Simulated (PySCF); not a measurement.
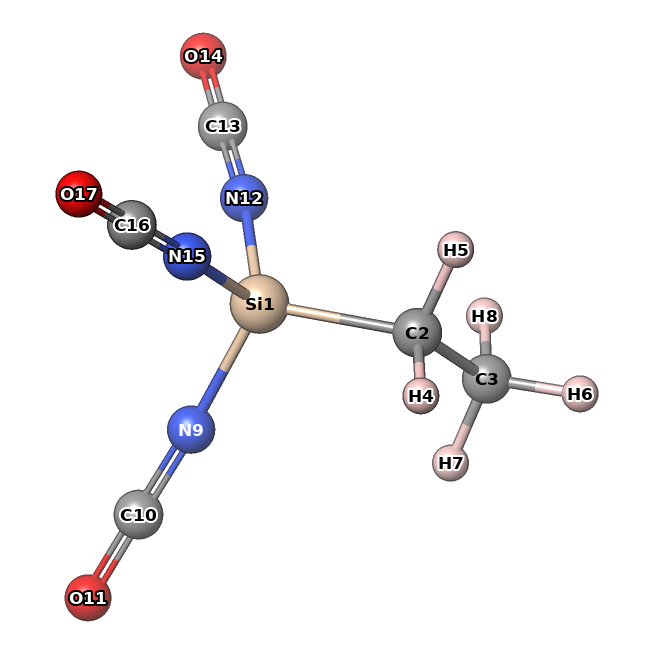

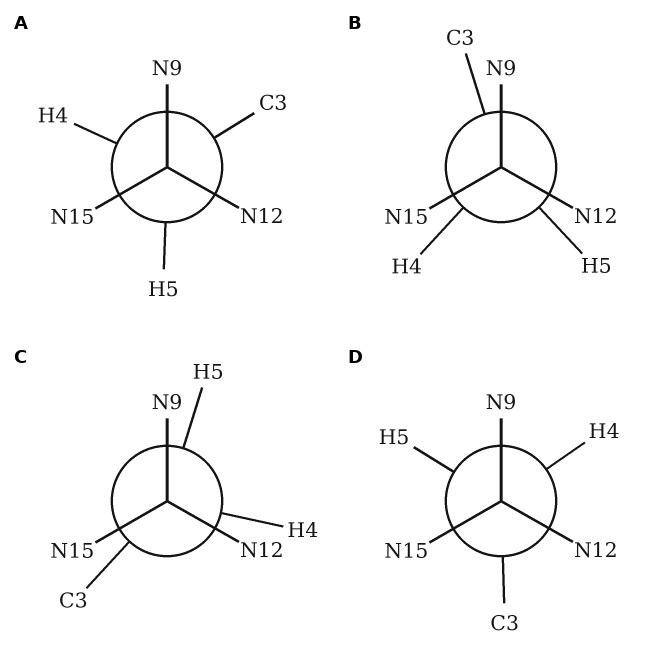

Distant atoms are faded towards the background colour. Bonds that would overlap in a projection are set slightly apart. The computed structure is the end point of a PBE0-D3(BJ)/def2-SVP optimisation. No frequency run is at hand to confirm it as a minimum.

**Which Newman projection shows the view along Si1–C2, with Si1 in front?**

A. The torsion angle N9–Si1–C2–C3 is 58°, synclinal (gauche).
